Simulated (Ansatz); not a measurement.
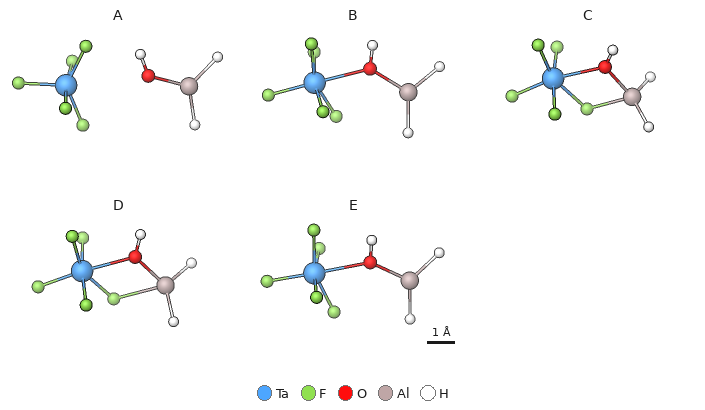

5 geometries from one relaxation of TaAlH3OF5, in shuffled order. A ball-and-stick model, seen at a tilt.

The run prepares an end point of a later path (reaction) calculation, from a guessed geometry.

Theory: Ansatz, RHF/def2-SVP. Set-up: no spin polarisation; force threshold 0.03 eV/Å; at most 50 steps.

Question: Order the frames from highest to lowest energy.

Answer: A, E, B, D, C. They are steps 0, 5, 18, 23, 33, at +41.3 kcal/mol, +17.7 kcal/mol, +17.1 kcal/mol, +7.58 kcal/mol relative to the last. An H atom moves most after the best rigid fit: 2.13 Å. By element the largest moves are H 2.13 Å, F 1.47 Å, Al 1.14 Å, Ta 0.71 Å, O 0.67 Å. Among the contacts that change: Al–F 4.386 → 1.864 Å, Al–Ta 4.736 → 3.174 Å, O–Ta 3.199 → 2.102 Å, H–Ta 3.172 → 2.772 Å. New bonds form, among them: Al–F (4.39 → 1.86 Å), O–Ta (3.20 → 2.10 Å). Bond angles that change, for instance: F–Ta–F 136.0° → 158.7°, F–Ta–F 111.2° → 97.8°, F–Ta–F 112.8° → 103.5°. After 32 accepted moves (33 points after the start) the energy has fallen by 41.3 kcal/mol. The largest force component goes from 1.1 to 0.0095 eV/Å. The line search rejected the trial step at point 28 of the run. The run took 120 s on 4 threads of Intel(R) Xeon(R) Platinum 8259CL CPU @ 2.50GHz (Skylake/Cascade Lake), on a shared host, peak memory 0.47 GiB.

Limits of the set-up: Hartree-Fock leaves out electron correlation.
